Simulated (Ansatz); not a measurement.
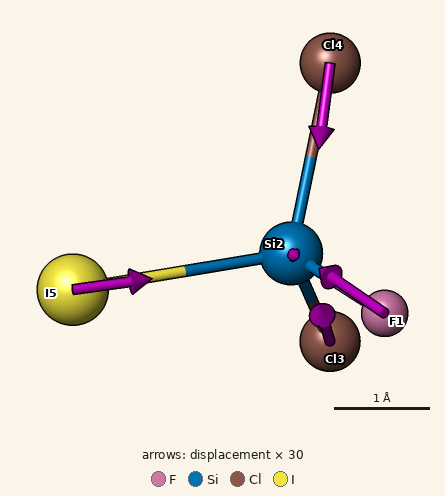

A relaxation of SiICl2F. The starting structure is drawn; purple arrows show the displacements, 30 times their true length. The two geometries are superimposed by the best rigid fit.

Style: ball-and-stick. Shown at a tilt.

The start comes from PBE-D4/def2-SVP.

Theory: RKS PBE0-D4/def2-TZVP (Ansatz). Set-up: force threshold 0.005 eV/Å; at most 150 steps.

### What happened in the run?

After 4 geometry steps the energy has fallen by 1.39 kcal/mol. Largest force component: 1.2 eV/Å at the start, 0.0017 eV/Å at the end. F1 moves most after the best rigid fit: 0.040 Å. Largest moves by element: F 0.040 Å, Cl 0.031 Å, I 0.029 Å, Si 0.004 Å. Among the contacts that change: F1–Si2 1.623 → 1.579 Å, Si2–Cl3 2.050 → 2.020 Å, Si2–I5 2.428 → 2.401 Å.
